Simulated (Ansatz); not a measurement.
# One shape, several levels: CH5GaO2 (SMILES [CH3][Ga]([OH])[OH])

We compute a comparison of 6 runs (HF/STO-3G, HF/3-21G, HF/def2-TZVP, B3LYP/6-31G*, B2PLYP/pcseg-1, FIC-NEVPT4(SD)(8,8)/6-31G) of CH5GaO2. 

The results are computed with Ansatz 0.2.0.

5 further runs of the same task are left out: 1 for a known fault of the program, 1 that didn't finish, 3 set aside as unsound or not needed.

**1. Starting point**

CH5GaO2: 9 atoms, total charge 0, spin state singlet. As SMILES, `[CH3][Ga]([OH])[OH]`. Geometry: relaxed at PBE0-D4/def2-TZVP. This is one conformer, not always the lowest.

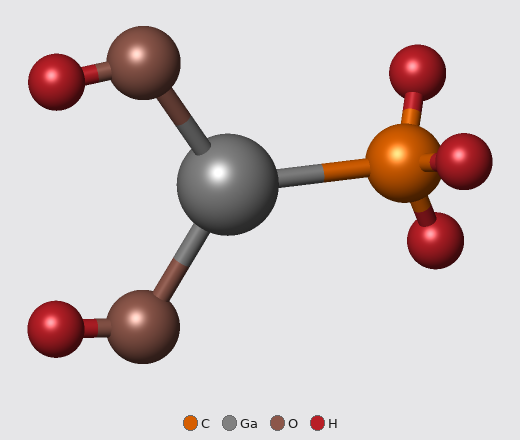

The structure, seen from a chosen angle (carbon orange, gallium grey, oxygen brown, hydrogen red).

**2. Energy and gradient at HF/STO-3G (run 1)**

Contents of in.yaml:

```yaml
crystal:
  periodic: [false, false, false]
  atoms:
    - symbol: C
      position_ang: [0.139500, 0.740600, -1.385600]
    - symbol: Ga
      position_ang: [-0.022300, -0.180400, 0.314900]
    - symbol: O
      position_ang: [0.237900, -1.947500, 0.443200]
    - symbol: O
      position_ang: [-0.435700, 0.706800, 1.814800]
    - symbol: H
      position_ang: [0.259800, 0.024500, -2.197900]
    - symbol: H
      position_ang: [1.005300, 1.404900, -1.368100]
    - symbol: H
      position_ang: [-0.746600, 1.349900, -1.568800]
    - symbol: H
      position_ang: [0.141200, -2.314500, 1.323600]
    - symbol: H
      position_ang: [-0.490700, 0.169600, 2.607000]
basis:
  gaussian:
    orbitals: STO-3G
hamiltonian:
  xc: hf
accuracy: high
output: {forces: true, orbitals: {seedname: orbitals}}
```

The run is started by

```console
$ ansatz run in.yaml --threads 1 --pin off --max-ram 2610MiB --events-out events.jsonl --progress --plain --runs-dir runs
```

The log of the run:

```text
Warning: RAYON_NUM_THREADS=1 ignored (pool sized by the plan → 1); use --threads N
Functional definition: HF
  name "HF"
  exchange = exact_x
  correlation = 0
691 factors; integrals over basis functions are off by at most 3.7e-9 eV
mean field evaluation 1: about -56838.4544 eV, gradient 3.0e1 eV
mean field evaluation 2: about -56838.5831 eV, gradient 3.0e1 eV
mean field evaluation 4: about -56842.0438 eV, gradient 1.8e0 eV
mean field evaluation 8: about -56842.0591 eV, gradient 6.0e-2 eV
mean field -56842.05920378 eV, -2088.9071468075 hartree, gradient 2.6e-8 eV, S^2 0.000000; 0 other end points of the search recorded, 0 dependent functions left out
the calculation of the forces begins
reference -56842.05920378 eV, -2088.9071468075 hartree; 29, 29 occupied and 9, 9 virtual orbitals, 691 factors
Total energy: -56842.05920378 eV, -2088.9071468075 hartree
Atom 0 at     0.139500     0.740600    -1.385600 Å, force    -0.172897    -0.999778     2.008371 eV/Å
Atom 1 at    -0.022300    -0.180400     0.314900 Å, force    -0.170275    -1.022267     1.907843 eV/Å
Atom 2 at     0.237900    -1.947500     0.443200 Å, force    -0.321589     4.227940    -2.002075 eV/Å
Atom 3 at    -0.435700     0.706800     1.814800 Å, force     0.925074    -0.683885    -4.528684 eV/Å
Atom 4 at     0.259800     0.024500    -2.197900 Å, force    -0.047516     0.455116     0.125532 eV/Å
Atom 5 at     1.005300     1.404900    -1.368100 Å, force    -0.355176    -0.240430    -0.190064 eV/Å
Atom 6 at    -0.746600     1.349900    -1.568800 Å, force     0.398024    -0.217474    -0.132709 eV/Å
Atom 7 at     0.141200    -2.314500     1.323600 Å, force    -0.240165    -0.313848     1.637255 eV/Å
Atom 8 at    -0.490700     0.169600     2.607000 Å, force    -0.015480    -1.205373     1.174531 eV/Å
Dipole moment:    -0.018800    -0.117903     0.224048 e Å
```

It took 1.1 s on 1 thread of Arm Neoverse V2, shared host; peak memory 0.091 GiB.

**3. Energy and gradient at HF/3-21G (run 2)**

Contents of molecule.yaml:

```yaml
basis:
  gaussian: {orbitals: 3-21G-spherical.json}
crystal:
  periodic: [false, false, false]
  atoms:
    - {symbol: C, position_ang: [0.139500, 0.740600, -1.385600]}
    - {symbol: Ga, position_ang: [-0.022300, -0.180400, 0.314900]}
    - {symbol: O, position_ang: [0.237900, -1.947500, 0.443200]}
    - {symbol: O, position_ang: [-0.435700, 0.706800, 1.814800]}
    - {symbol: H, position_ang: [0.259800, 0.024500, -2.197900]}
    - {symbol: H, position_ang: [1.005300, 1.404900, -1.368100]}
    - {symbol: H, position_ang: [-0.746600, 1.349900, -1.568800]}
    - {symbol: H, position_ang: [0.141200, -2.314500, 1.323600]}
    - {symbol: H, position_ang: [-0.490700, 0.169600, 2.607000]}
magnetization: {spin_polarized: false, initial_magnetization: 0}
hamiltonian: {xc: hf}
accuracy: high
output: {forces: true, orbitals: {seedname: orbitals}}
```

The basis set 3-21G is read from a file made from the Basis Set Exchange's data (not shown).

The run is started by

```console
$ ansatz run molecule.yaml --threads 1 --pin off --max-ram 2610MiB --events-out events.jsonl --progress --plain --runs-dir runs
```

The log of the run, shortened:

```text
Warning: RAYON_NUM_THREADS=1 ignored (pool sized by the plan → 1); use --threads N
[... 2 set-up lines as earlier in the session ...]
[...]
1189 factors; integrals over basis functions are off by at most 1.2e-8 eV
[...]
mean field -57236.26783398 eV, -2103.3940467629 hartree, gradient 3.4e-8 eV, S^2 0.000000; 0 other end points of the search recorded, 0 dependent functions left out
[...]
reference -57236.26783398 eV, -2103.3940467629 hartree; 29, 29 occupied and 30, 30 virtual orbitals, 1189 factors
Total energy: -57236.26783398 eV, -2103.3940467629 hartree
Atom 0 at     0.139500     0.740600    -1.385600 Å, force     0.029552     0.150853    -0.082611 eV/Å
Atom 1 at    -0.022300    -0.180400     0.314900 Å, force    -0.074421    -0.349445     0.597746 eV/Å
Atom 2 at     0.237900    -1.947500     0.443200 Å, force    -0.320305     1.830983     0.165914 eV/Å
Atom 3 at    -0.435700     0.706800     1.814800 Å, force     0.446745    -1.175306    -1.412250 eV/Å
Atom 4 at     0.259800     0.024500    -2.197900 Å, force    -0.032954     0.232455     0.109786 eV/Å
Atom 5 at     1.005300     1.404900    -1.368100 Å, force    -0.189177    -0.125740    -0.123383 eV/Å
Atom 6 at    -0.746600     1.349900    -1.568800 Å, force     0.216180    -0.125493    -0.077828 eV/Å
Atom 7 at     0.141200    -2.314500     1.323600 Å, force     0.081022    -0.685630     0.168573 eV/Å
Atom 8 at    -0.490700     0.169600     2.607000 Å, force    -0.156642     0.247324     0.654053 eV/Å
Dipole moment:    -0.021637    -0.138445     0.265371 e Å
```

It took 1.4 s on 1 thread of Arm Neoverse V2, shared host; peak memory 0.13 GiB.

Runs 3 to 4 aren't shown in full; the table further down has their settings and results.

**4. Energy and gradient at B2PLYP/pcseg-1 (run 5)**

Contents of job.yaml:

```yaml
crystal:
  periodic: [false, false, false]
  atoms:
    - {symbol: C, position_ang: [0.139500, 0.740600, -1.385600]}
    - {symbol: Ga, position_ang: [-0.022300, -0.180400, 0.314900]}
    - {symbol: O, position_ang: [0.237900, -1.947500, 0.443200]}
    - {symbol: O, position_ang: [-0.435700, 0.706800, 1.814800]}
    - {symbol: H, position_ang: [0.259800, 0.024500, -2.197900]}
    - {symbol: H, position_ang: [1.005300, 1.404900, -1.368100]}
    - {symbol: H, position_ang: [-0.746600, 1.349900, -1.568800]}
    - {symbol: H, position_ang: [0.141200, -2.314500, 1.323600]}
    - {symbol: H, position_ang: [-0.490700, 0.169600, 2.607000]}
basis:
  gaussian:
    orbitals: pcseg-1.json
hamiltonian:
  xc: {name: B2PLYP}
correlation:
  frozen_orbitals: {C: 1, Ga: 9, H: 0, O: 1}
accuracy: high
output:
  forces: true
  orbitals: {seedname: orbitals}
```

The basis set pcseg-1 is read from a file made from the Basis Set Exchange's data (not shown).

The run is started by

```console
$ ansatz run job.yaml --threads 1 --pin off --max-ram 2610MiB --events-out events.jsonl --progress --plain --runs-dir runs
```

The log of the run:

```text
Warning: RAYON_NUM_THREADS=1 ignored (pool sized by the plan → 1); use --threads N
[... 13 lines left out ...]
12 core orbitals not correlated: weight in the atoms' cores, before any rotation towards them, 1.000 or more for the frozen orbitals, at most 0.000 for the correlated occupied ones
[... 3 lines left out ...]
Total energy: -57569.00316663 eV, -2115.6218447019 hartree
[... 9 lines left out ...]
Dipole moment:    -0.010337    -0.072434     0.143045 e Å
```

Run time: 33 s. Hardware: 1 thread of Arm Neoverse V2, shared host; peak memory 0.4 GiB.

**5. The energy at FIC-NEVPT4(SD)(8,8)/6-31G (run 6)**

Contents of input.yaml:

```yaml
crystal:
  periodic: [false, false, false]
  atoms:
    - {symbol: C, position_ang: [0.139500, 0.740600, -1.385600]}
    - {symbol: Ga, position_ang: [-0.022300, -0.180400, 0.314900]}
    - {symbol: O, position_ang: [0.237900, -1.947500, 0.443200]}
    - {symbol: O, position_ang: [-0.435700, 0.706800, 1.814800]}
    - {symbol: H, position_ang: [0.259800, 0.024500, -2.197900]}
    - {symbol: H, position_ang: [1.005300, 1.404900, -1.368100]}
    - {symbol: H, position_ang: [-0.746600, 1.349900, -1.568800]}
    - {symbol: H, position_ang: [0.141200, -2.314500, 1.323600]}
    - {symbol: H, position_ang: [-0.490700, 0.169600, 2.607000]}
basis:
  gaussian:
    orbitals: 6-31G-spherical.json
hamiltonian:
  pseudopotentials: {relativity: none}
correlation:
  method: fic_nevpt4_sd
  active_space: {window: {electrons: 8, orbitals: 8}, shells: [{species: C, l: p, shell: 2}]}
  electrons: all
```

The basis set 6-31G is read from a file made from the Basis Set Exchange's data (not shown).

The run is started by

```console
$ ansatz run input.yaml --threads 1 --pin off --max-ram 2610MiB --events-out events.jsonl --progress --plain --runs-dir runs
```

The log of the run:

```text
Warning: RAYON_NUM_THREADS=1 ignored (pool sized by the plan → 1); use --threads N
[... 4 set-up lines as earlier in the session ...]
1295 factors; integrals over basis functions are off by at most 2.6e-7 eV
mean field evaluation 1: about -57504.3780 eV, gradient 5.0e1 eV
mean field evaluation 2: about -57504.4438 eV, gradient 5.0e1 eV
mean field evaluation 4: about -57509.3202 eV, gradient 2.6e0 eV
mean field evaluation 8: about -57509.3464 eV, gradient 1.6e-1 eV
mean field -57509.34655042 eV, -2113.4295044927 hartree, gradient 1.4e-6 eV, S^2 0.000000; 0 other end points of the search recorded, 0 dependent functions left out
reference -57509.34655042 eV, -2113.4295044927 hartree; 29, 29 occupied and 35, 35 virtual orbitals, 1295 factors
state -57511.64219181 eV, -2113.5138677577 hartree
state -57511.64219181 eV, -2113.5138677577 hartree; corrected -57525.34133156 eV, -2114.0173018580 hartree
Total energy: -57525.34133156 eV, -2114.0173018580 hartree
Checks for a lower state left out: starts, orbital_swaps
```

Run time: 13 s. Hardware: 1 thread of Arm Neoverse V2, shared host; peak memory 0.5 GiB.

**6. All runs side by side**

```tsv
run	level	Cartesian functions	frozen core orbitals	energy (Eh)	dipole moment (D)	HOMO energy (eV)	LUMO energy (eV)	wall time
1	HF/STO-3G	no	–	-2088.907147	1.22	-7.22	6.42	1.1 s
2	HF/3-21G	no	–	-2103.394047	1.44	-11.76	2.99	1.4 s
3	HF/def2-TZVP	no	–	-2113.906347	0.72	-12.03	2.62	21 s
4	B3LYP/6-31G* (Cartesian functions)	yes	–	-2116.242089	0.81	-7.87	-0.48	12 s
5	B2PLYP/pcseg-1	no	12	-2115.621845	0.77	-10.15	0.92	33 s
6	FIC-NEVPT4(SD)(8,8)/6-31G	no	see input	-2114.017302	–	–	–	13 s
```

**7. What came out**

```
           quantity           value
run 6: total energy  -2114.01730 Eh
```

What this shows: Over runs 1, 2, 3, 4, 5 the dipole moment (its size) runs from 0.72 D (HF/def2-TZVP) to 1.44 D (HF/3-21G). Over runs 1, 2, 3, 4, 5 the HOMO–LUMO gap runs from 7.38 eV (B3LYP/6-31G*) to 14.75 eV (HF/3-21G). The two ends differ in method and basis. Totals of different functionals can't be ranked against each other. In run 1 the basis is minimal, so the values are rough. All runs together took 81 s, the longest 33 s.
